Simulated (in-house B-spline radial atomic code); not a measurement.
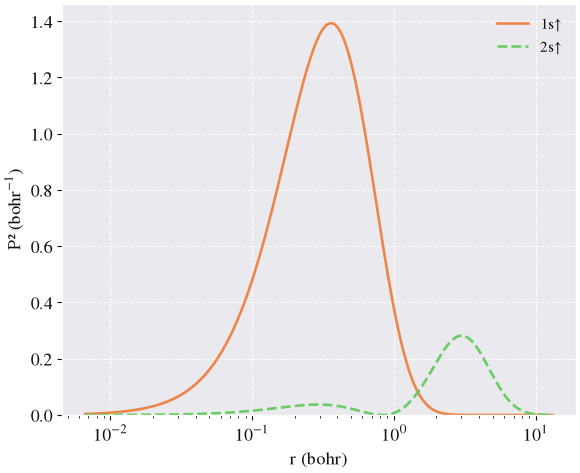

System: atomic lithium (Li), configuration [He] 2s1 (high spin). Level of theory: non-relativistic B3LYP, spin-polarised, spherical fractional occupations, point nucleus, basis-set limit. Computed with an in-house B-spline radial code.

The plot shows the radial probability densities P² of 2s up and 1s up.

### Describe it and give its main numbers.

1s up: outer maximum at 0.361 bohr, ⟨r⟩ = 0.579 bohr, 0 nodes, eigenvalue −55.4 eV; 2s up: outer maximum at 3.01 bohr, ⟨r⟩ = 3.77 bohr, 1 node, eigenvalue −3.65 eV.
